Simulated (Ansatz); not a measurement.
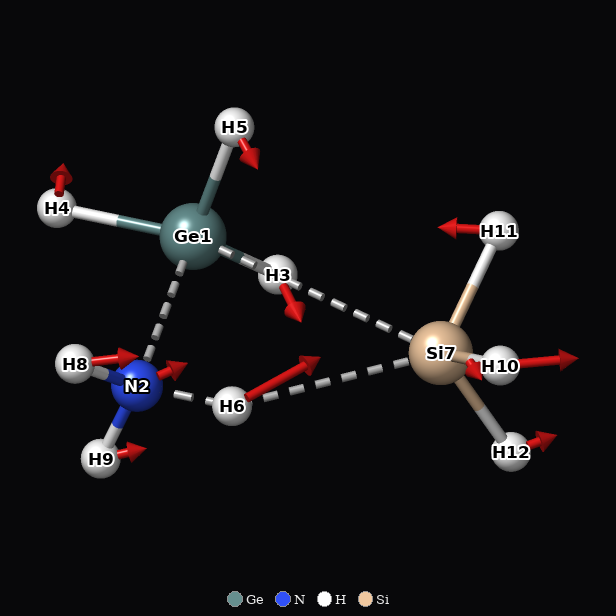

The arrows show one normal mode. Broken sticks mark bonds that form or break. Harmonic vibrations computed with RKS PBE0-D4/def2-TZVP (Ansatz 0.2.0) at a stationary point of the same level. It is a saddle point of order 1.

> At what wavenumber does it lie?

209i cm⁻¹; it is mode 1 of 30 counted from the lowest. It is the reaction coordinate: Ge1–Si7 forms (3.15 Å), N2–H6 forms (1.08 Å), Ge1–N2 breaks (1.99 Å), H6–Si7 breaks (2.27 Å), or the reverse.
